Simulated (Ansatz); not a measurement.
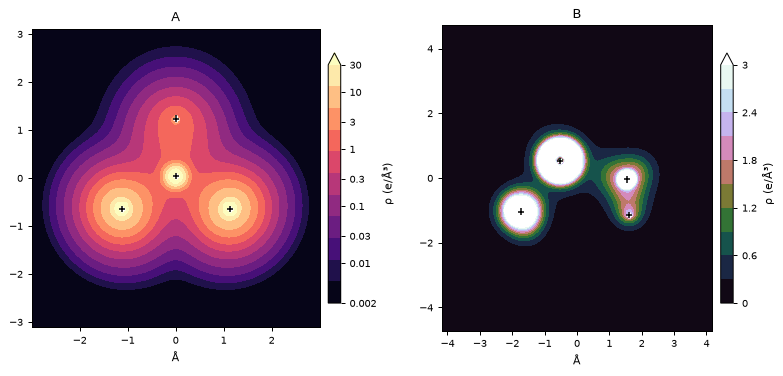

The total electron density of 2 systems, each on a plane through atoms (crosses mark nuclei in the plane).

Computed with RKS PBE0-D4/def2-SVP (Ansatz 0.2.0).

System 1: C2H8O2Sn, the plane of atoms Sn1, C8 and H11. Core potentials replace the inner electrons of Sn.

```xyz
13

Sn   -0.1302    0.0275    0.2010
C     0.0167    0.0192    2.3300
H    -0.9390   -0.2911    2.7745
H     0.8081   -0.6830    2.6265
H     0.2746    1.0245    2.6914
O     1.7318   -0.3739   -0.3806
H     1.8143   -0.4152   -1.3400
C    -0.9338    1.7275   -0.8098
H    -1.8598    1.4198   -1.3149
H    -1.1522    2.5333   -0.0956
H    -0.2133    2.0912   -1.5554
O    -1.2812   -1.4551   -0.4665
H    -0.9986   -2.3159   -0.1383
```

System 2: BF2H (SMILES FBF), the molecular plane. 

```xyz
4

F     1.1535    0.4596   -0.3635
B    -0.0017   -0.0292    0.0237
F    -1.0944    0.5313   -0.4405
H    -0.0574   -0.9617    0.7803
```

Question: Which map belongs to which system?

Answer: Panel A is system 2, BF2H: the plane holds F, B and H. B–F (1.31 Å): the density is about 2.3 e/Å³ at the midpoint. Panel B is system 1, C2H8O2Sn: the plane holds Sn, O, C and H. Sn–O (1.99 Å): the density is about 0.71 e/Å³ at the midpoint.
